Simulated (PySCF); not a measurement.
**SS₂: frequency calculation**

SS₂, computed with RKS-based PBE0, S def2-TZVP; non-relativistic Hamiltonian; density fitting (PySCF 2.14.0).

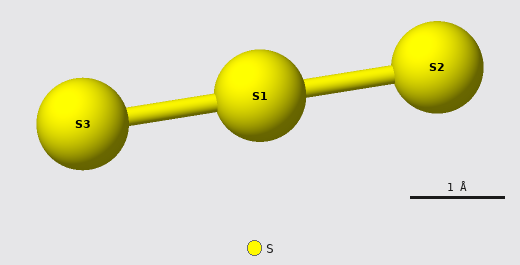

*The structure (ball-and-stick view, seen at an oblique angle; atoms are numbered from 1 in the order of the input).*

Bond lengths as drawn: S–S 1.93 Å.

Results in brief:

| quantity | value |
| --- | --- |
| outcome | converged |
| total energy | −1194.068314 hartree |
| HOMO | −5.68 eV |
| LUMO | −4.39 eV |
| zero-point energy | 0.002764 hartree |
| dipole moment | 0.00 D |
| wavenumbers, lowest and highest | 977i and 757 cm⁻¹ |
| hardware | 2 threads of Intel Xeon @ 2.50GHz (Skylake/Cascade Lake), 16 GiB of memory available, shared host |
| wall time | 61 s (CPU time 2.2 min) |
| peak memory | 1 GiB |

Notes:

Checks after the run noted: the SCF density has lower symmetry than the nuclear frame.

Input:
```python
from pyscf import gto, scf, dft
mol = gto.M(atom='''
S      0.000000     0.000000     0.000000
S     -0.000000    -0.000000     1.933297
S      0.000000     0.000000    -1.933297''',
    basis={'S': 'def2-TZVP'},
    charge=0, spin=0)
mf = dft.RKS(mol, xc='PBE0')
mf.grids.atom_grid = (75, 302)
aux = {'S': 'def2-universal-JKFIT'}
mf = mf.density_fit(auxbasis=aux)
mf.conv_tol = 1e-09
mf.diis_space = 10
mf.max_cycle = 60
mf.verbose = 4
mf.kernel()
```

The script is an equivalent of the set-up of the self-consistent field. The run itself was carried out by a driver, which started from the orbitals of the step before it where there was one and computed the further properties.

Command:
```bash
OMP_NUM_THREADS=2 python axn.py task.json out
```

What the program printed:
```
init E= -1194.06831359766
  HOMO = -0.208900033773681  LUMO = -0.161321012756321  gap/eV = 1.29469
cycle= 1 E= -1194.06831359766  delta_E= -1.59e-12  |g|= 7.78e-07  |ddm|= 1.46e-06
  HOMO = -0.208899982785496  LUMO = -0.161320960253028  gap/eV = 1.29469
Extra cycle  E= -1194.06831359765  delta_E= 4.55e-12  |g|= 2.03e-06  |ddm|= 2.76e-06
converged SCF energy = -1194.06831359765
```

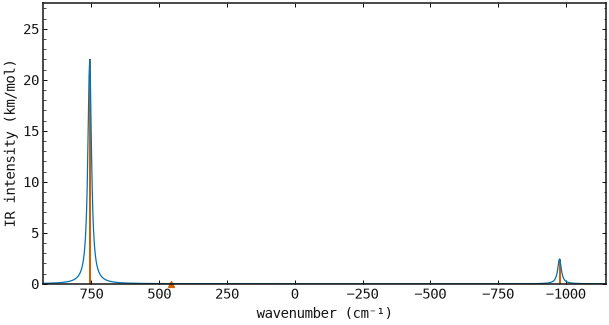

*Harmonic infrared spectrum, unscaled: sticks (degenerate modes added up, dark ones marked on the axis) with a Lorentzian envelope of 16 cm⁻¹ full width, scaled to the tallest stick; imaginary modes are drawn at negative wavenumbers.*

4 modes from 977i to 757 cm⁻¹, 2 imaginary beyond 8i (977i, 976i cm⁻¹): not a minimum. The strongest line is at 757 cm⁻¹ (22 km/mol). All modes, in cm⁻¹ (km/mol): 977i (1.2), 976i (1.2), 457 (0.0), 757 (22).

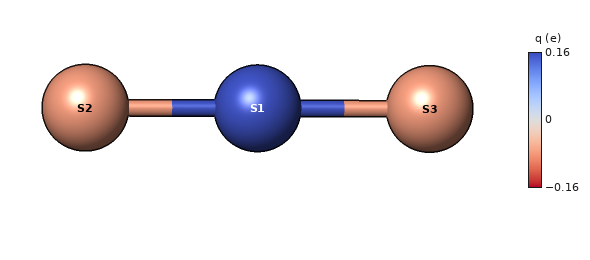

*Mulliken charges, as the colour of each atom (ball-and-stick view, seen on its broad side; atoms are numbered from 1 in the order of the input).*

By element: S −0.08 to +0.15 e.
